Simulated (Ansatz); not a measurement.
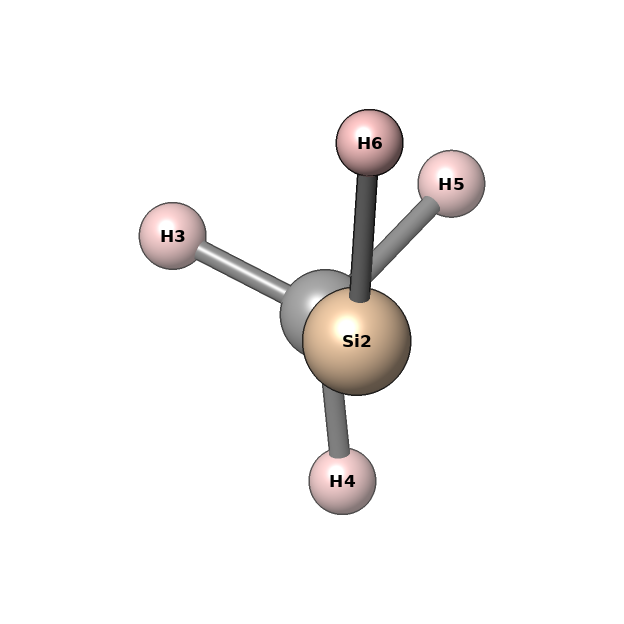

Simulated data, not a measurement (program: Ansatz).

C1 lies behind Si2. The molecule seen nearly along the Si2–C1 bond, Si2 in front. Depth is shown by fading: the farther an atom, the more it takes the colour of the background. Geometry: atoms displaced at random (about 0.1 Å) from a stationary point of GFN2-xTB.

Q: What is the torsion angle H6–Si2–C1–H3? The sign is positive where the front bond must turn clockwise to cover the back bond.

A: −63°, synclinal (gauche).
